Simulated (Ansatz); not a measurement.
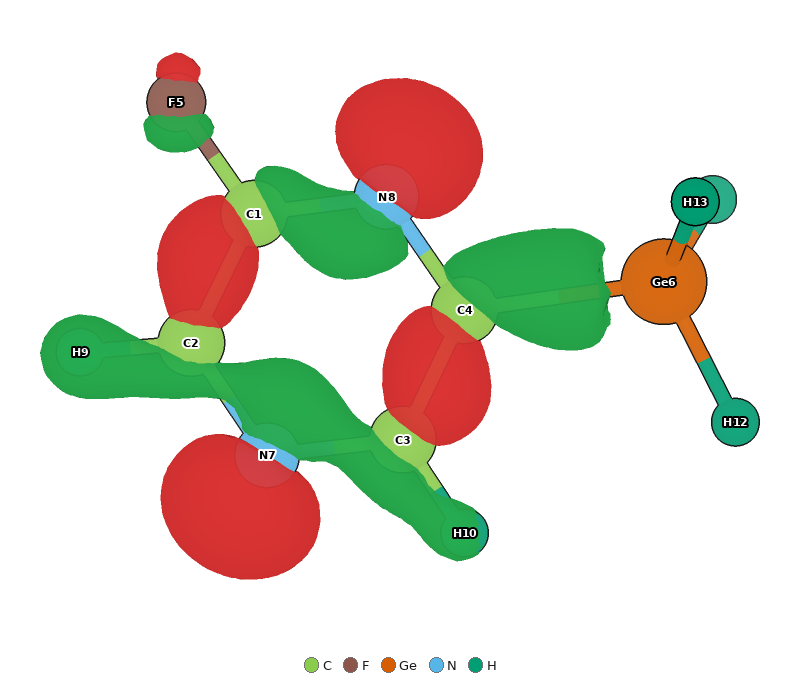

The picture shows: C₄H₅FGeN₂ (SMILES Fc1cnc[c]([GeH3])n1). The HOMO at ±0.15 Å⁻³ᐟ² (green and red are the two phases), seen across its widest extent.

Geometry: B3LYP/def2-SVP.

The calculation used isolated molecule in a Gaussian basis; Kohn-Sham density functional theory, functional PBE0 in Ansatz.

```yaml
atoms:
  - { symbol: C, position_ang: [-0.8579, 1.3738, 1.4896] }
  - { symbol: C, position_ang: [-2.0432, 0.9584, 2.1184] }
  - { symbol: C, position_ang: [-1.8630, -1.0268, 1.0144] }
  - { symbol: C, position_ang: [-0.6801, -0.6029, 0.3914] }
  - { symbol: F, position_ang: [-0.3800, 2.5874, 1.7506] }
  - { symbol: Ge, position_ang: [0.3490, -1.7121, -0.8777] }
  - { symbol: N, position_ang: [-2.5366, -0.2483, 1.8714] }
  - { symbol: N, position_ang: [-0.1885, 0.6254, 0.6504] }
  - { symbol: H, position_ang: [-2.5697, 1.6200, 2.8146] }
  - { symbol: H, position_ang: [-2.2774, -2.0209, 0.8173] }
  - { symbol: H, position_ang: [0.4253, -0.9846, -2.2318] }
  - { symbol: H, position_ang: [-0.3634, -3.0694, -1.0446] }
  - { symbol: H, position_ang: [1.7675, -1.9251, -0.3201] }
```

Question: What is the character of this orbital?

Answer: Its weight (Hirshfeld) is mainly on N7 (about 30 %), N8 (about 20 %), C4 (about 10 %), C3 (about 10 %), Ge6 (about 5 %) and C2 (about 5 %). Its energy is −7.66 eV.
